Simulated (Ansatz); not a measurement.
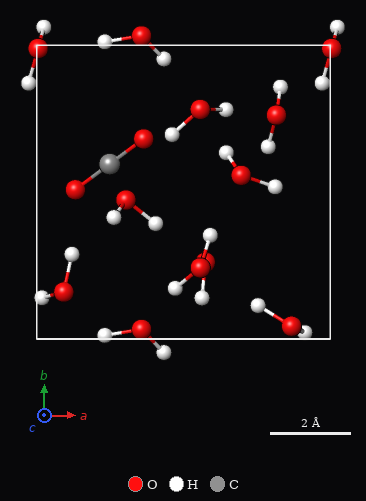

Starting frame of a dynamics run of a periodic cell with 10 H2O + 1 CO2 at 0.925 g/cm³. A ball-and-stick model of the simulation cell, seen along the c axis.

All numbers below come from DFT PBE-D3(BJ), scalar-relativistic, plane waves, PAW (Ansatz 0.2.0).

The input:
```yaml
accuracy: low
crystal:
  lattice:
    - [7.383993, 0.0, 0.0]
    - [0.0, 7.383993, 0.0]
    - [0.0, 0.0, 7.383993]
  atoms:
    - { symbol: O, position: [0.57417017, 0.26123108, 0.24433348] }
    - { symbol: H, position: [0.56270888, 0.1398073, 0.29381659] }
    - { symbol: H, position: [0.55508635, 0.24712024, 0.11261793] }
    - { symbol: O, position: [0.09189702, 0.15988637, 0.19307214] }
    - { symbol: H, position: [0.11979689, 0.28869851, 0.19772498] }
    - { symbol: H, position: [0.01769446, 0.14043167, 0.08354607] }
    - { symbol: O, position: [0.55673084, 0.78207795, 0.42542538] }
    - { symbol: H, position: [0.46087945, 0.69626912, 0.39012475] }
    - { symbol: H, position: [0.64452654, 0.7811882, 0.32116394] }
    - { symbol: O, position: [0.69611675, 0.55753997, 0.71093388] }
    - { symbol: H, position: [0.81214448, 0.51810796, 0.66399139] }
    - { symbol: H, position: [0.64558191, 0.63453113, 0.61355699] }
    - { symbol: O, position: [0.3568695, 1.03275711, 0.6445013] }
    - { symbol: H, position: [0.43300943, 0.95392433, 0.568434] }
    - { symbol: H, position: [0.23184972, 1.01221904, 0.60074469] }
    - { symbol: O, position: [0.8162853, 0.76274943, 0.15326044] }
    - { symbol: H, position: [0.83013048, 0.85809142, 0.05934291] }
    - { symbol: H, position: [0.78832002, 0.654895, 0.08301026] }
    - { symbol: O, position: [0.55703364, 0.24247531, 0.8687501] }
    - { symbol: H, position: [0.47171755, 0.17255123, 0.79117068] }
    - { symbol: H, position: [0.59097823, 0.35299228, 0.80129351] }
    - { symbol: O, position: [0.30351612, 0.47358814, 0.3713312] }
    - { symbol: H, position: [0.26270884, 0.41387298, 0.4841396] }
    - { symbol: H, position: [0.40490352, 0.39315388, 0.33141001] }
    - { symbol: O, position: [0.8677729, 0.04355807, 0.90255172] }
    - { symbol: H, position: [0.7537107, 0.11395222, 0.88518868] }
    - { symbol: H, position: [0.91336444, 0.02183641, 0.77992262] }
    - { symbol: O, position: [1.00456087, 0.98964934, 0.50660056] }
    - { symbol: H, position: [1.02394277, 1.06225014, 0.39367521] }
    - { symbol: H, position: [0.97203168, 0.87138093, 0.45864836] }
    - { symbol: C, position: [0.24838617, 0.59586687, 0.94577101] }
    - { symbol: O, position: [0.13156705, 0.50849337, 0.88192747] }
    - { symbol: O, position: [0.36411971, 0.68163539, 1.01045283] }
basis:
  ecutwfc: 420.0
kpoints:
  mp_grid: { grid: [1, 1, 1] }
hamiltonian:
  xc: pbe
  dispersion: d3bj
scf:
  occupations: { method: fermi_dirac, width: 0.05 }
  lower_state_search: "off"
md:
  timestep: 0.5
  n_steps: 300
  ensemble: nvt_langevin
  temperature: 300.0
  initial_velocities: maxwell_boltzmann
  seed: 833136
  friction: 0.02
  masses: [{ species: H, mass: 2.014 }]
```

Launched with:
```bash
ansatz run input.yaml --threads 1 --pin off --max-ram 3072MiB --backend cpu --events-out ev --progress --plain --runs-dir out
```

### Predict how the run goes.

Over the second half the temperature averages 246 K (spread ±26 K). The potential energy in the second half lies on average 35.1 meV per atom above the first frame. Root-mean-square distances from the starting positions over the second half, with the common drift of all atoms taken out: H 0.39 Å, O 0.32 Å, C 0.27 Å. The heavy atoms stay within a fraction of a molecule's size of their starting places; so short a run doesn't tell a liquid from a solid.

Along the run (each row but the first and the last is the mean over the interval that it begins):

```tsv
time (fs)	potential energy (meV/atom)	T (K)
0.0	0.0	291
15.0	21.1	223
30.0	25.9	216
45.0	28.2	220
60.0	24.8	274
75.0	31.6	250
90.0	35.4	242
105.0	39.7	228
120.0	35.6	247
135.0	33.0	261
150.0	32.1	274
```

The paths of the atoms:

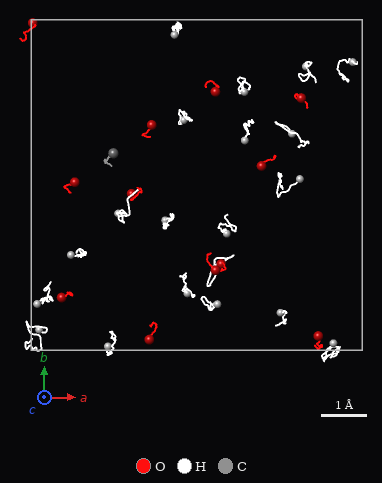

Limits of the set-up: the program's low-accuracy preset was used; masses were changed (H 2.014 u), which shifts the vibrations; the periodic images lie only 7.4 Å apart, so the values are limited by the cell's size.
